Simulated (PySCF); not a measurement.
# H8LaN3O: what the fields show

```xyz
13

La    0.2295   -0.2295    0.2978
N     1.3248    1.4746    1.4145
H     2.1683    1.9684    1.1168
H     1.0845    1.8847    2.3193
N    -1.4746   -1.3248    1.4145
H    -1.8847   -1.0845    2.3193
H    -1.9684   -2.1683    1.1168
N     1.3276   -1.3276   -1.4260
H     1.0794   -2.2253   -1.8474
H     2.2253   -1.0794   -1.8474
O    -1.1887    1.1887   -1.3792
H    -1.8588    1.8588   -1.2079
H    -1.1088    1.1088   -2.3360
```

Core potentials replace the inner electrons of La.

Level of theory: PySCF, RKS PBE0, La lcecp-1-SVP with ECP46, N def2-SVP, H def2-SVP, O def2-SVP; non-relativistic Hamiltonian with scalar-relativistic core potentials where named; density fitting.

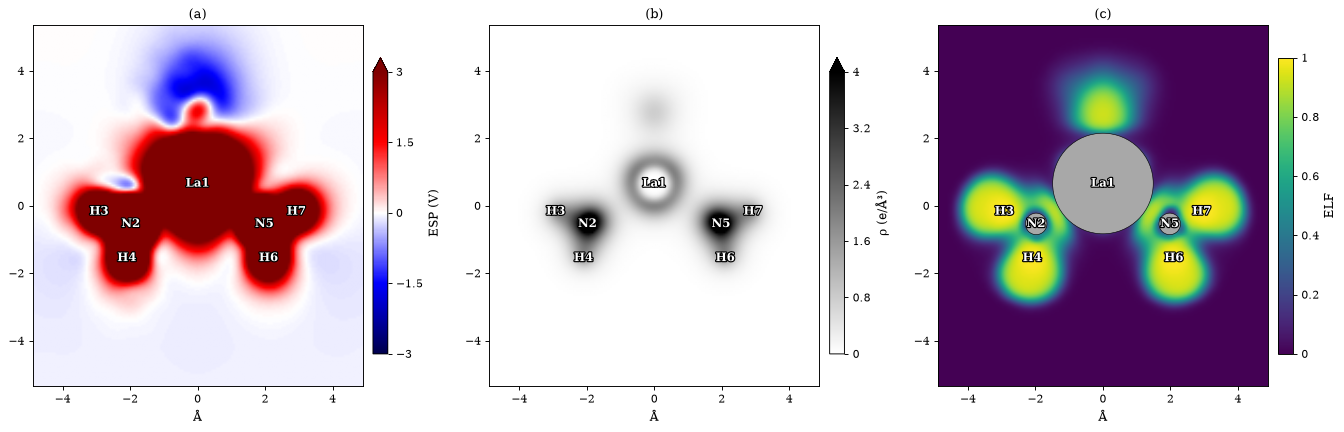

Figure 1. (a) molecular electrostatic potential; (b) electron density; (c) ELF on the plane of atoms N2, La1 and N5. Grey discs cover the atomic cores in the ELF map.

Q: Read the bonding off the picture.

A: The section cuts through La, N and H sites. La–N (2.31 Å): the density is about 0.56 e/Å³ at the midpoint; the ELF peaks at about 0.90 in the valence shell of N, 0.6 Å from its nucleus, and drops to about 0.25 between the two atoms; a largely ionic contact. N–H (1.02 Å): ρ at the midpoint is about 2.7 e/Å³; the ELF climbs to about 1 towards the hydrogen, as it does in any bond to H; an ordinary covalent bond to hydrogen. Outside the dense part of the molecule the potential is most negative (−1.8 V) near N8, which lies off the plane.

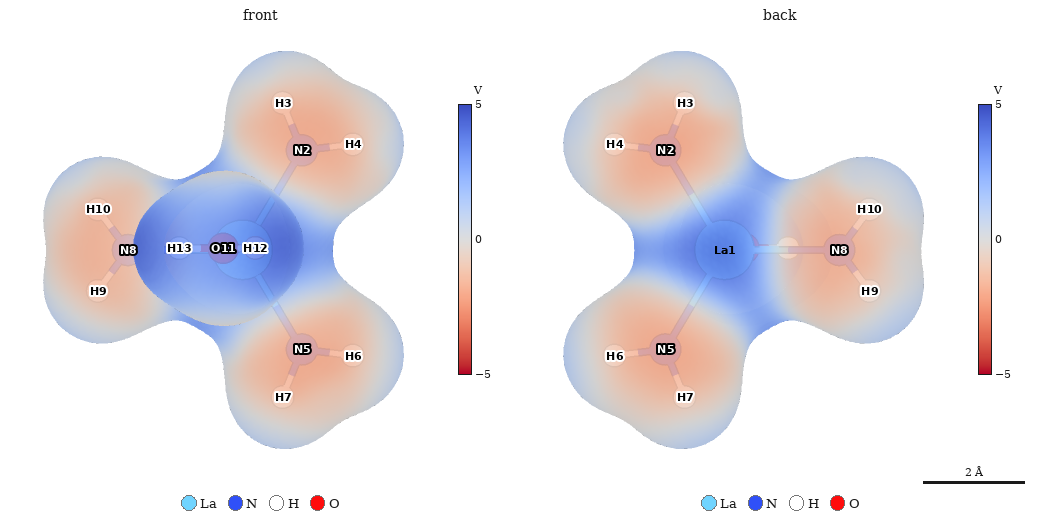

Figure 2. The electrostatic potential painted on the density surface at 0.004 e/bohr³, seen from the front and from behind; red is negative and blue positive.

Q: Where is the surface potential most negative and most positive?

A: The most negative region (about −1.9 V, or −44 kcal/mol for a unit charge) lies over N2 and N5, the most positive (about +4.1 V, or +95 kcal/mol for a unit charge) over La1, H12 and H13.

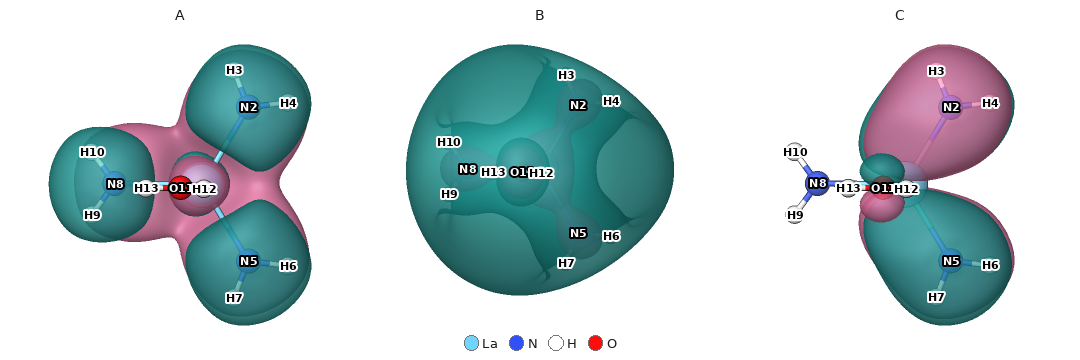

Figure 3. Three frontier orbitals at ±0.03 Å⁻³ᐟ² (teal and pink are the two phases), in no order.

Q: Order the three orbitals by energy and name them.

A: C is the HOMO−1 (−5.71 eV). By Hirshfeld shares it lies mainly on N2 (about 35 %) and N5 (about 35 %); largely a combination of lone pairs on N2 and N5. A is the HOMO (−5.39 eV). Its weight (Hirshfeld) is mainly on N2 (about 30 %), N5 (about 30 %), N8 (about 20 %) and La1 (about 15 %); largely a combination of lone pairs on N2, N5 and N8. B is the LUMO (−0.52 eV). It lies mainly on La1 (about 50 %), H12 (about 15 %), H13 (about 10 %) and O11 (about 10 %).

Q: What is the HOMO–LUMO gap?

A: 4.87 eV between the orbital energies.
